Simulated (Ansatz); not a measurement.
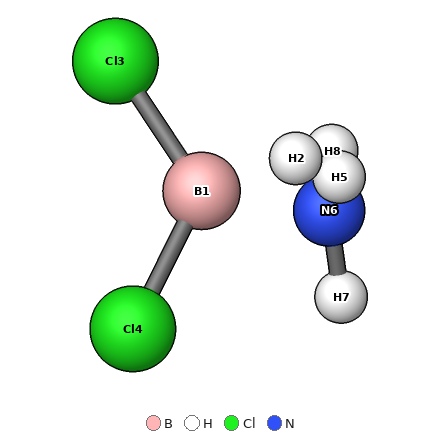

The system is the reacting system BCl2H4N (fragments BCl₂H + H₃N where the first distance is long, BCl₂H₃N + H where the second is long); the picture shows the reference structure. The first coordinate is: distance B1–N6 (bond that forms); the second: distance B1–H2 (bond that breaks). Relaxed at each point: all other coordinates. The grid has 10 × 10 points. Points are written as (first, second). Energies: kJ/mol, counted from the lowest grid point. Energies and slopes of some neighbouring points disagree (a jump in structure or state, or too coarse a mesh). The reference is spin-restricted, so regions where a bond is pulled apart into radicals lie too high. The calculation used RKS B3LYP-D4/def2-SVP in Ansatz.

Its coordinates:

```yaml
atoms:
  - { symbol: B, position_ang: [-0.0198, -0.2682, -0.7155] }
  - { symbol: H, position_ang: [0.8982, 0.9342, -0.8057] }
  - { symbol: Cl, position_ang: [0.9266, -1.7466, -0.9988] }
  - { symbol: Cl, position_ang: [-1.5165, 0.0726, -1.6129] }
  - { symbol: H, position_ang: [0.6103, 0.8658, 0.1365] }
  - { symbol: N, position_ang: [-0.1241, 0.1808, 1.0291] }
  - { symbol: H, position_ang: [-1.0551, 0.4777, 1.3159] }
  - { symbol: H, position_ang: [0.2804, -0.5164, 1.6515] }
```

Range: distance B1–N6 (bond that forms) from 1.395 to 2.895 Å; distance B1–H2 (bond that breaks) from 1.035 to 2.235 Å.

Question: Predict the map.

Answer: The lowest grid point is at (1.624 Å, 1.218 Å). The highest grid point, (2.895 Å, 2.235 Å), lies 406 kJ/mol above the lowest.

```tsv
second ↓, first →	1.395	1.491	1.624	1.775	1.939	2.114	2.299	2.491	2.690	2.895
2.235	307	273	266	286	311	339	363	382	396	406
2.071	269	234	225	245	269	295	317	335	348	358
1.911	227	190	180	199	221	245	267	283	295	304
1.758	181	144	140	150	170	193	213	229	240	249
1.611	135	109	92	100	120	141	160	174	185	193
1.470	93	66	48	55	75	94	111	125	135	143
1.339	62	34	15	22	40	60	76	89	98	106
1.218	49	19	0	6	24	43	59	71	80	87
1.112	61	21	12	17	34	53	68	80	89	96
1.035	94	54	44	49	66	84	99	111	120	127
```

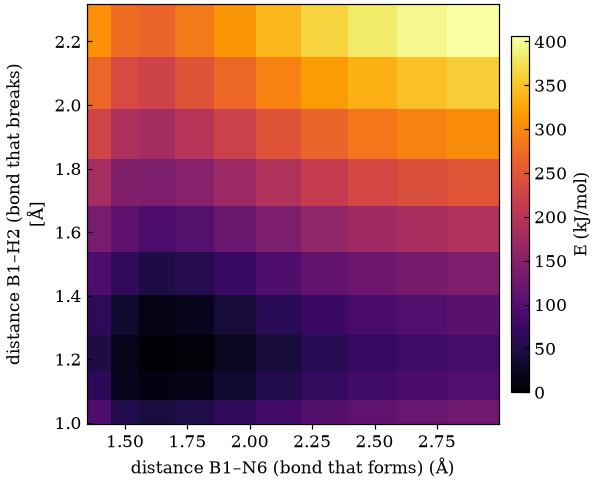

The picture shows one coloured cell a grid point.

Time for the 100 points that were run: 21 min on 1 thread of Arm Neoverse V2, on a shared host.
